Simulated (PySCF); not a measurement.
SMILES [SiH3]N[SiH3] at its PBE/def2-SVP optimised geometry (Å):

```
10

Si     1.7583    -0.7323     0.0000
N      0.0036    -0.7323     0.0000
Si    -1.1030     0.6294     0.0000
H      2.2060     0.6098     0.5059
H      2.3703    -0.9556    -1.3627
H      2.2766    -1.8234     0.9010
H     -0.4324    -1.6484    -0.1530
H     -0.3439     1.8234     0.5058
H     -2.2766     0.3435     0.9011
H     -1.6624     0.9634    -1.3627
```

Computed with PySCF 2.14.0 with PBE/def2-TZVP. Cells within 0.4 Å of a nucleus heavier than hydrogen are left out (blank, or x).

Map of the electrostatic potential (hartree/e), clipped to [-0.08, 0.12] on the plane z = 0.0 Å:

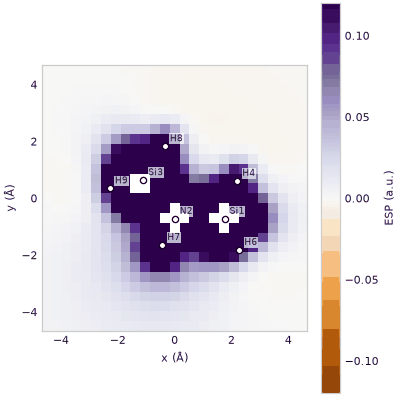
Figure: Electrostatic potential (hartree/e), clipped to [-0.08, 0.12] on the plane z = 0.0 Å.
